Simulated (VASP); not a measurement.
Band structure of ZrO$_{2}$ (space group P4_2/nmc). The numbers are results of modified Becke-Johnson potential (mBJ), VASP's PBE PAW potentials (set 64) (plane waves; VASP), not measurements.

mBJ is a potential without an energy functional, so only the levels count.

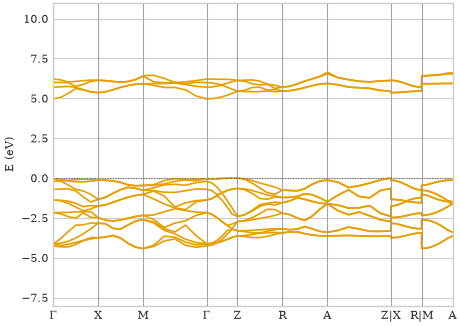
Bands along high-symmetry lines, zero at the valence-band maximum or, without a gap, the Fermi level

**Question.** Read the plot: is there a gap, and where are the band edges?

**Answer.** The gap is indirect, 4.96 eV, from the valence maximum at Z to the conduction minimum at Γ.

The structure comes from a computed database's ZrO2 entry (P4_2/nmc); how it stands against other phases isn't given here. It was relaxed first. The k-mesh is coarse (spacing up to 0.43 per Å, 2π included), so the numbers may not be converged in it. The cell's shape comes from a PBE relaxation.
